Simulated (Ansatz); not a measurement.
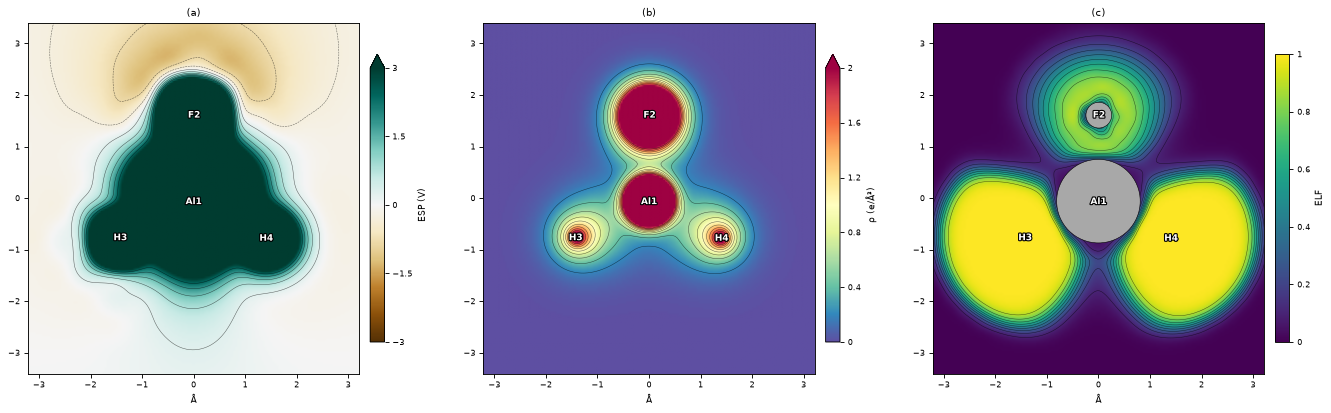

*AlFH₂. (a) electrostatic potential; (b) total electron density; (c) ELF on the molecular plane. Grey discs cover the atomic cores in the ELF map.*

The calculation used RKS PBE-D4/def2-TZVP (Ansatz 0.2.0).

Q: Read the bonding off the picture.

A: Atoms in the plane: Al, F and H. Al–F (1.67 Å): the density is about 0.85 e/Å³ at the midpoint; the ELF peaks at about 0.85 in the valence shell of F, 0.6 Å from its nucleus, and is about 0.35 at the midpoint. Al–H (1.59 Å): ρ is about 0.56 e/Å³ halfway; the ELF climbs to about 1 towards the hydrogen. The ELF also peaks beside F2, away from the bonds: lone-pair regions. Outside the dense part of the molecule the potential is most negative (−1.3 V) near F2.
